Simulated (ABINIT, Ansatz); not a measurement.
## LiH (Fm-3m): changed settings of a GW run in ABINIT

A base run on LiH (Fm-3m), then changed inputs.

Program: ABINIT 10.8.3. Level of theory: PBE and many-body steps on it, plane waves. Results are calculated unless marked as measured.

The database entry behind the starting cell differs from later determinations by our own check (the deuteride, about 0.2 % short), so it need not match the best structure at ambient conditions.

### Step 1. Starting point

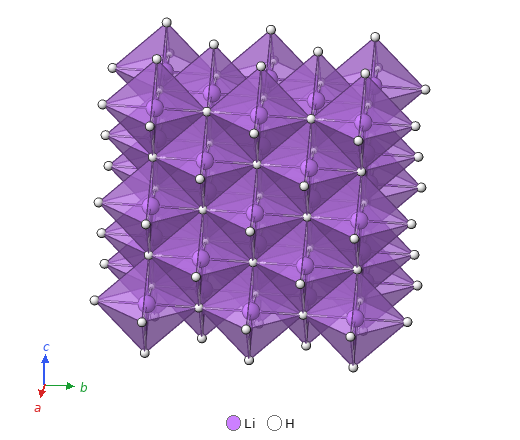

The starting structure, seen slightly off an axis (lithium purple, hydrogen white). 1×2×2 cells are drawn. This picture shows the conventional cell, with its axes. Some periodic images of atoms are drawn too.

The cell and positions come from the Crystallography Open Database and are kept as given unless a step says otherwise.

### Step 2. Screening, 8×8×8 mesh, 127 bands, screening to 283 eV

This step: ABINIT 10.8.3; RPA screening on PBE, plane waves, norm-conserving pseudopotentials.

The RPA dielectric matrix is built and inverted for each q.

The input, run.abi:

```
acell 3*1.0 Angstrom
rprim 
  -0.000000000000 2.036750000000 2.036750000000
  2.036750000000 -0.000000000000 2.036750000000
  2.036750000000 2.036750000000 -0.000000000000
ntypat 2
znucl 3 1
natom 2
typat 1 2
xred 
  0.000000000000 0.000000000000 0.000000000000
  0.500000000000 0.500000000000 0.500000000000
pp_dirpath "pseudos"
pseudos "Li.upf, H.upf"
ecut 33
ngkpt 8 8 8
nshiftk 1
shiftk 0 0 0
kptopt 1
chksymbreak 0
istwfk *1
occopt 1
irdwfk 1
optdriver 3
nband 127
ecuteps 10.4
inclvkb 2
awtr 1
symchi 1
indata_prefix "in"
outdata_prefix "out"
tmpdata_prefix "tmp"
```

The run is started by

```bash
> OMP_NUM_THREADS=1 mpirun -n 8 abinit run.abi > log
```

Output:

```text
.Version 10.8.3 of ABINIT. v10.8.2 released Aug 2026.

 Symmetries : space group Fm -3 m (#225); Bravais cF (face-center cubic)
[... echo of the input left out ...]
== DATASET  1 ==================================================================
-   mpi_nproc: 8, omp_nthreads: 1 (-1 if OMP is not activated)

--- !DatasetInfo
iteration_state: {dtset: 1, }
dimensions: {natom: 2, nkpt: 29, mband: 127, nsppol: 1, nspinor: 1, nspden: 1, mpw: 1056, }
cutoff_energies: {ecut:  33.0, pawecutdg:  -1.0, }
electrons: {nelect:   4.00000000E+00, charge:   0.00000000E+00, occopt:   1.00000000E+00, tsmear:   1.00000000E-02, }

 SCREENING: Calculation of the susceptibility and dielectric matrices

 Based on a program developped by R.W. Godby, V. Olevano, G. Onida, and L. Reining.
 Incorporated in ABINIT by V. Olevano, G.-M. Rignanese, and M. Torrent.
.Using double precision arithmetic ; gwpc =  8

[... cell and pseudopotentials left out ...]
--------------------------------------------------------------------------------

 ==== K-mesh for the wavefunctions ====
 Number of points in the irreducible wedge :    29
[... list of points left out ...]
 Together with 48 symmetry operations and time-reversal symmetry
 yields   512 points in the full Brillouin Zone.

 ==== Q-mesh for the screening function ====
 Number of points in the irreducible wedge :    29
[... list of points left out ...]
 Together with 48 symmetry operations and time-reversal symmetry
 yields   512 points in the full Brillouin Zone.

 setmesh: FFT mesh size selected  =    24x   24x   24
          total number of points  =        13824

 vcoul_init : cutoff-mode = AUXILIARY_FUNCTION
 q-points for optical limit:   1
     1)      0.000010    0.000020    0.000030

- screening: taking advantage of time-reversal symmetry
- Maximum band index for partially occupied states nbvw = 2
- Remaining bands to be divided among processors   nbcw = 125
- Number of bands treated by each node ~15

 Number of electrons calculated from density =    4.0000; Expected =    4.0000
 average of density, n =  0.035077
 r_s =    1.8951
 omega_plasma =   18.0662 [eV]

 calculating chi0 at frequencies [eV] :
  1    0.000000E+00    0.000000E+00
  2    0.000000E+00    1.806615E+01

--------------------------------------------------------------------------------
  q-point number  1        q = ( 0.000000, 0.000000, 0.000000) [r.l.u.]
--------------------------------------------------------------------------------
[... chi0 elements left out ...]
 For q-point:  0.000010 0.000020 0.000030
  dielectric constant =   4.0092
  dielectric constant without local fields =   4.4047

  Average fulfillment of the sum rule on Im[epsilon] for q-point    1 :     96.38  [%]
[... wings left out ...]
  q-point number  2        q = ( 0.125000, 0.000000, 0.000000) [r.l.u.]
--------------------------------------------------------------------------------
[... chi0 elements left out ...]
  Average fulfillment of the sum rule on Im[epsilon] for q-point    2 :    101.85  [%]

 [... 27 further q-points ...]
```

Run time: 60 s. Hardware: 8 MPI ranks of Intel Xeon Platinum 8488C (Sapphire Rapids), shared host; peak memory 2 GiB; 7.9 min of CPU time.

This step gave:

| Item | Value |
| --- | --- |
| ε∞ with local fields, on this mesh, along the program's q direction | 4.009 |
| the same without local fields | 4.405 |
| plasma frequency | 18.07 eV |
| plane waves in the screening matrix | 169 |

Local fields lower ε∞ by 9 %.

### Step 3. Base

The self-energy is evaluated for the states that the input lists, and the levels follow from it, in one-shot runs by the linearised quasiparticle equation.

This step: G0W0 on PBE, plane waves, norm-conserving pseudopotentials.

run.abi: that of step 2 with these lines changed.

```diff
@@ -23,8 +23,17 @@
 irdwfk 1
-optdriver 3
+optdriver 4
 nband 127
+gwcalctyp 0
+ecutsigx 33
+symsigma 1
+nkptgw 2
+kptgw 
+  0.5000000000 0.5000000000 0.0000000000
+  0.0000000000 0.0000000000 0.0000000000
+bdgw 
+  1 5
+  1 6
 ecuteps 10.4
-inclvkb 2
-awtr 1
-symchi 1
+irdscr 1
+ppmodel 1
 indata_prefix "in"
```

Output:

```text
.Version 10.8.3 of ABINIT. v10.8.2 released Aug 2026.

 Symmetries : space group Fm -3 m (#225); Bravais cF (face-center cubic)
[... echo of the input left out ...]
== DATASET  1 ==================================================================
-   mpi_nproc: 8, omp_nthreads: 1 (-1 if OMP is not activated)

--- !DatasetInfo
iteration_state: {dtset: 1, }
dimensions: {natom: 2, nkpt: 29, mband: 127, nsppol: 1, nspinor: 1, nspden: 1, mpw: 1056, }
cutoff_energies: {ecut:  33.0, pawecutdg:  -1.0, }
electrons: {nelect:   4.00000000E+00, charge:   0.00000000E+00, occopt:   1.00000000E+00, tsmear:   1.00000000E-02, }

 SIGMA: Calculation of the GW corrections

 Based on a program developped by R.W. Godby, V. Olevano, G. Onida, and L. Reining.
 Incorporated in ABINIT by V. Olevano, G.-M. Rignanese, and M. Torrent.
.Using double precision arithmetic ; gwpc =  8

[... cell and pseudopotentials left out ...]
--------------------------------------------------------------------------------

 ==== K-mesh for the wavefunctions ====
 Number of points in the irreducible wedge :    29
[... list of points left out ...]
 Together with 48 symmetry operations and time-reversal symmetry
 yields   512 points in the full Brillouin Zone.

 ==== Q-mesh for screening function ====
 Number of points in the irreducible wedge :    29
[... list of points left out ...]
 Together with 48 symmetry operations and time-reversal symmetry
 yields   512 points in the full Brillouin Zone.

 vcoul_init : cutoff-mode = AUXILIARY_FUNCTION
 q-points for optical limit:   1
     1)      0.000010    0.000020    0.000030
 setmesh: FFT mesh size selected  =    30x   30x   30
          total number of points  =        27000

 Number of electrons calculated from density =    4.0000; Expected =    4.0000
 average of density, n =  0.035077
 r_s =    1.8951
 omega_plasma =   18.0662 [eV]

 === KS Band Gaps ===
  >>>> For spin  1
   Minimum direct gap =   3.0221 [eV], located at k-point      :   0.5000  0.5000  0.0000
   Fundamental gap    =   3.0221 [eV], Top of valence bands at :   0.5000  0.5000  0.0000
                                       Bottom of conduction at :   0.5000  0.5000  0.0000
 SIGMA fundamental parameters:
 PLASMON POLE MODEL  1
 number of plane-waves for SigmaX                 1037
 number of plane-waves for SigmaC and W            169
 number of plane-waves for wavefunctions          1037
 number of bands                                   127
 number of independent spin polarizations            1
 number of spinorial components                      1
 number of k-points in IBZ                          29
 number of q-points in IBZ                          29
 number of symmetry operations                      48
 number of k-points in BZ                          512
 number of q-points in BZ                          512
 number of frequencies for dSigma/dE                 9
 frequency step for dSigma/dE [eV]                0.25
 number of omega for Sigma on real axis              0
 max omega for Sigma on real axis  [eV]           0.00
 zcut for avoiding poles [eV]                     0.10

 EPSILON^-1 parameters (SCR file):
 dimension of the eps^-1 matrix on file            169
 dimension of the eps^-1 matrix used               169
 number of plane-waves for wavefunctions          1037
 number of bands                                   127
 number of q-points in IBZ                          29
 number of frequencies                               2
 number of real frequencies                          1
 number of imag frequencies                          1

 matrix elements of self-energy operator (all in [eV])

 Perturbative Calculation

--- !SelfEnergy_ee
iteration_state: {dtset: 1, }
kpoint     : [   0.500,    0.500,    0.000, ]
spin       : 1
KS_gap     :    3.022
QP_gap     :    4.970
Delta_QP_KS:    1.948
data: !SigmaeeData |
     Band     E0 <VxcDFT>   SigX SigC(E0)      Z dSigC/dE  Sig(E)    E-E0       E
        1 -44.599 -25.708 -39.786   5.439   0.765  -0.306 -32.321  -6.613 -51.211
        2  -0.348 -11.306 -14.553   1.384   0.772  -0.296 -12.744  -1.438  -1.786
        3   2.674  -7.648  -3.711  -3.308   0.812  -0.232  -7.138   0.510   3.184
        4  10.239  -8.235  -2.670  -4.533   0.779  -0.283  -7.431   0.804  11.044
        5  10.239  -8.235  -2.670  -4.533   0.779  -0.283  -7.431   0.804  11.044

--- !SelfEnergy_ee
iteration_state: {dtset: 1, }
kpoint     : [   0.000,    0.000,    0.000, ]
spin       : 1
KS_gap     :   20.729
QP_gap     :   22.882
Delta_QP_KS:    2.152
data: !SigmaeeData |
     Band     E0 <VxcDFT>   SigX SigC(E0)      Z dSigC/dE  Sig(E)    E-E0       E
        1 -44.649 -25.626 -39.725   5.434   0.773  -0.294 -32.325  -6.699 -51.348
        2  -5.602  -9.916 -15.631   3.360   0.714  -0.400 -11.598  -1.681  -7.283
        3  15.128 -11.718  -4.656  -6.345   0.657  -0.523 -11.247   0.471  15.599
        4  17.057  -8.964  -2.438  -5.432   0.715  -0.398  -8.181   0.783  17.839
        5  17.057  -8.964  -2.438  -5.432   0.715  -0.398  -8.181   0.783  17.839
        6  17.057  -8.964  -2.438  -5.432   0.715  -0.398  -8.181   0.783  17.839

== END DATASET(S) ==============================================================
================================================================================

 -outvars: echo values of variables after computation  --------
           etotal      0.0000000000E+00
            nband         127
             nkpt          29
          spgroup         225
 [... the other variables as echoed above ...]

 Calculation completed.
```

Wall time 12 s (8 MPI ranks); peak memory 2 GiB.

This step gave:

| Quantity | Value |
| --- | --- |
| G0W0 gap on the points computed | 4.970 eV |
| starting gap on the mesh | 3.022 eV |
| k of the valence top | 0.5, 0.5, 0 |
| k of the conduction bottom | 0.5, 0.5, 0 |
| Z at the valence top | 0.772 |
| Z at the conduction bottom | 0.812 |
| least direct G0W0 gap on the computed points | 4.970 eV |

The gap on the mesh goes from 3.02 eV to 4.97 eV, a correction of +1.95 eV.

### Step 4. Exchange cutoff

run.abi: that of step 3 with these lines changed.

```diff
@@ -26,3 +26,3 @@
 gwcalctyp 0
-ecutsigx 33
+ecutsigx 9.9
 symsigma 1
```

Output:

```text
.Version 10.8.3 of ABINIT. v10.8.2 released Aug 2026.

 Symmetries : space group Fm -3 m (#225); Bravais cF (face-center cubic)
[... echo of the input left out ...]
== DATASET  1 ==================================================================
-   mpi_nproc: 8, omp_nthreads: 1 (-1 if OMP is not activated)

--- !DatasetInfo
iteration_state: {dtset: 1, }
dimensions: {natom: 2, nkpt: 29, mband: 127, nsppol: 1, nspinor: 1, nspden: 1, mpw: 1056, }
cutoff_energies: {ecut:  33.0, pawecutdg:  -1.0, }
electrons: {nelect:   4.00000000E+00, charge:   0.00000000E+00, occopt:   1.00000000E+00, tsmear:   1.00000000E-02, }

 SIGMA: Calculation of the GW corrections

 Based on a program developped by R.W. Godby, V. Olevano, G. Onida, and L. Reining.
 Incorporated in ABINIT by V. Olevano, G.-M. Rignanese, and M. Torrent.
.Using double precision arithmetic ; gwpc =  8

[... cell and pseudopotentials left out ...]
--------------------------------------------------------------------------------

 ==== K-mesh for the wavefunctions ====
 Number of points in the irreducible wedge :    29
[... list of points left out ...]
 Together with 48 symmetry operations and time-reversal symmetry
 yields   512 points in the full Brillouin Zone.

 ==== Q-mesh for screening function ====
 Number of points in the irreducible wedge :    29
[... list of points left out ...]
 Together with 48 symmetry operations and time-reversal symmetry
 yields   512 points in the full Brillouin Zone.

 vcoul_init : cutoff-mode = AUXILIARY_FUNCTION
 q-points for optical limit:   1
     1)      0.000010    0.000020    0.000030
 setmesh: FFT mesh size selected  =    24x   24x   24
          total number of points  =        13824

 Number of electrons calculated from density =    4.0000; Expected =    4.0000
[...]
number of omega for Sigma on real axis              0
 max omega for Sigma on real axis  [eV]           0.00
 zcut for avoiding poles [eV]                     0.10

 EPSILON^-1 parameters (SCR file):
 dimension of the eps^-1 matrix on file            169
 dimension of the eps^-1 matrix used               169
 number of plane-waves for wavefunctions          1037
 number of bands                                   127
 number of q-points in IBZ                          29
 number of frequencies                               2
 number of real frequencies                          1
 number of imag frequencies                          1

 matrix elements of self-energy operator (all in [eV])

 Perturbative Calculation

--- !SelfEnergy_ee
iteration_state: {dtset: 1, }
kpoint     : [   0.500,    0.500,    0.000, ]
spin       : 1
KS_gap     :    3.022
QP_gap     :    4.962
Delta_QP_KS:    1.940
data: !SigmaeeData |
     Band     E0 <VxcDFT>   SigX SigC(E0)      Z dSigC/dE  Sig(E)    E-E0       E
        1 -44.599 -25.708 -38.720   5.439   0.765  -0.306 -31.505  -5.797 -50.395
        2  -0.348 -11.306 -14.533   1.384   0.772  -0.296 -12.729  -1.422  -1.770
        3   2.674  -7.648  -3.702  -3.308   0.812  -0.232  -7.130   0.517   3.191
[...]
--- !SelfEnergy_ee
iteration_state: {dtset: 1, }
kpoint     : [   0.000,    0.000,    0.000, ]
spin       : 1
KS_gap     :   20.729
QP_gap     :   22.885
Delta_QP_KS:    2.156
data: !SigmaeeData |
     Band     E0 <VxcDFT>   SigX SigC(E0)      Z dSigC/dE  Sig(E)    E-E0       E
[...]
5  17.057  -8.964  -2.399  -5.432   0.715  -0.398  -8.153   0.811  17.867
        6  17.057  -8.964  -2.399  -5.432   0.715  -0.398  -8.153   0.811  17.867

== END DATASET(S) ==============================================================
================================================================================

 -outvars: echo values of variables after computation  --------
           etotal      0.0000000000E+00
            nband         127
             nkpt          29
          spgroup         225
 [... the other variables as echoed above ...]

 Calculation completed.
```

Elapsed: 12 s, on 8 MPI ranks; peak memory 2.2 GiB; 91 s of CPU time.

Numbers from this step:

```yaml
g0w0_gap_on_the_points_computed: 4.961 eV
starting_gap_on_the_mesh: 3.022 eV
k_of_the_valence_top: 0.5, 0.5, 0
k_of_the_conduction_bottom: 0.5, 0.5, 0
z_at_the_valence_top: 0.772
z_at_the_conduction_bottom: 0.812
least_direct_g0w0_gap_on_the_computed_points: 4.961 eV
```

### Step 5. Screening cutoff above the file's

run.abi: that of step 4 with these lines changed.

```diff
@@ -26,3 +26,3 @@
 gwcalctyp 0
-ecutsigx 9.9
+ecutsigx 33
 symsigma 1
@@ -35,3 +35,3 @@
   1 6
-ecuteps 10.4
+ecuteps 41.6
 irdscr 1
```

Output:

```text
.Version 10.8.3 of ABINIT. v10.8.2 released Aug 2026.

 Symmetries : space group Fm -3 m (#225); Bravais cF (face-center cubic)
[... echo of the input left out ...]
== DATASET  1 ==================================================================
-   mpi_nproc: 8, omp_nthreads: 1 (-1 if OMP is not activated)

--- !DatasetInfo
iteration_state: {dtset: 1, }
dimensions: {natom: 2, nkpt: 29, mband: 127, nsppol: 1, nspinor: 1, nspden: 1, mpw: 1056, }
cutoff_energies: {ecut:  33.0, pawecutdg:  -1.0, }
electrons: {nelect:   4.00000000E+00, charge:   0.00000000E+00, occopt:   1.00000000E+00, tsmear:   1.00000000E-02, }

 SIGMA: Calculation of the GW corrections

 Based on a program developped by R.W. Godby, V. Olevano, G. Onida, and L. Reining.
 Incorporated in ABINIT by V. Olevano, G.-M. Rignanese, and M. Torrent.
.Using double precision arithmetic ; gwpc =  8

[... cell and pseudopotentials left out ...]
--------------------------------------------------------------------------------

 ==== K-mesh for the wavefunctions ====
 Number of points in the irreducible wedge :    29
[... list of points left out ...]
 Together with 48 symmetry operations and time-reversal symmetry
 yields   512 points in the full Brillouin Zone.

 ==== Q-mesh for screening function ====
 Number of points in the irreducible wedge :    29
[... list of points left out ...]
 Together with 48 symmetry operations and time-reversal symmetry
 yields   512 points in the full Brillouin Zone.

 vcoul_init : cutoff-mode = AUXILIARY_FUNCTION
 q-points for optical limit:   1
     1)      0.000010    0.000020    0.000030
 setmesh: FFT mesh size selected  =    30x   30x   30
          total number of points  =        27000

 Number of electrons calculated from density =    4.0000; Expected =    4.0000
[...]
number of omega for Sigma on real axis              0
 max omega for Sigma on real axis  [eV]           0.00
 zcut for avoiding poles [eV]                     0.10

 EPSILON^-1 parameters (SCR file):
 dimension of the eps^-1 matrix on file            169
 dimension of the eps^-1 matrix used               169
 number of plane-waves for wavefunctions          1037
 number of bands                                   127
 number of q-points in IBZ                          29
 number of frequencies                               2
 number of real frequencies                          1
 number of imag frequencies                          1

 matrix elements of self-energy operator (all in [eV])

 Perturbative Calculation

--- !SelfEnergy_ee
iteration_state: {dtset: 1, }
kpoint     : [   0.500,    0.500,    0.000, ]
spin       : 1
KS_gap     :    3.022
QP_gap     :    4.970
Delta_QP_KS:    1.948
data: !SigmaeeData |
     Band     E0 <VxcDFT>   SigX SigC(E0)      Z dSigC/dE  Sig(E)    E-E0       E
        1 -44.599 -25.708 -39.786   5.439   0.765  -0.306 -32.321  -6.613 -51.211
        2  -0.348 -11.306 -14.553   1.384   0.772  -0.296 -12.744  -1.438  -1.786
        3   2.674  -7.648  -3.711  -3.308   0.812  -0.232  -7.138   0.510   3.184
[...]
--- !SelfEnergy_ee
iteration_state: {dtset: 1, }
kpoint     : [   0.000,    0.000,    0.000, ]
spin       : 1
KS_gap     :   20.729
QP_gap     :   22.882
Delta_QP_KS:    2.152
data: !SigmaeeData |
     Band     E0 <VxcDFT>   SigX SigC(E0)      Z dSigC/dE  Sig(E)    E-E0       E
[...]
5  17.057  -8.964  -2.438  -5.432   0.715  -0.398  -8.181   0.783  17.839
        6  17.057  -8.964  -2.438  -5.432   0.715  -0.398  -8.181   0.783  17.839

== END DATASET(S) ==============================================================
================================================================================

 -outvars: echo values of variables after computation  --------
           etotal      0.0000000000E+00
            nband         127
             nkpt          29
          spgroup         225
 [... the other variables as echoed above ...]

 Calculation completed.
```

Elapsed: 12 s, on 8 MPI ranks; peak memory 2 GiB.

The run ended normally, though the input holds a fault or crude settings.

The fault put into this input: screening cutoff above the file's. It printed a gap of 4.97 eV, the value of the sound run: the program fell back on what its files hold, so an unchanged gap is no proof of convergence.

### Step 6. Side by side

Times are wall times on 8 MPI ranks of Intel Xeon Platinum 8488C (Sapphire Rapids), shared host, good to a factor of about two. A run's time includes the screening step that it read.

```csv
run,mesh,bands,screening cutoff (eV),DFT gap (eV),gap on the mesh (eV),direct (eV),ε∞ used,time
base,8×8×8,127,283,3.022,4.970,4.970,4.01,71 s
exchange cutoff,8×8×8,127,283,3.022,4.961,4.961,4.01,71 s
```

### Step 7. What came out

| Item | Value |
| --- | --- |
| base | 4.970 eV |
| exchange cutoff | 4.961 eV |
| known limits | not at the basis limit |

**Reading.** Exchange cutoff: −0.009 eV against base (keys changed: ecutsigx). Bands and cutoff are finite, so the gap is not at the basis limit. The miss can reach some tenths of an eV and take either sign; the mesh is an error of its own. In the G0W0 runs levels were corrected at 2 k points alone, so a gap called «on the mesh» is the least over those, and an edge elsewhere would be missed.

[Paths, hosts, dates, memory and timing lines, banners, echoed tables and standing remarks are left out of the program output.]

[Logs are printed without paths, hosts, clocks, repeated set-up lines and the standing remarks that a program may print on its own settings, such as how far it seeks lower states.]

[Runs of the session that timed out or met a known fault of the program may be left out.]

[Hosts, paths, dates, database ids (printed as entryN), source tags and the programs' standing remarks are cut or masked in the printed files.]

[G0W0 gaps are taken among the corrected bands and points alone; a level outside them can change the order at an edge.]

[Where Ansatz stands beside ABINIT at settings called matched, ABINIT's density can come from a denser mesh and the files from another edition; pairs whose starting gaps differed by over 0.03 eV were left out, so agreement reads better than it is.]
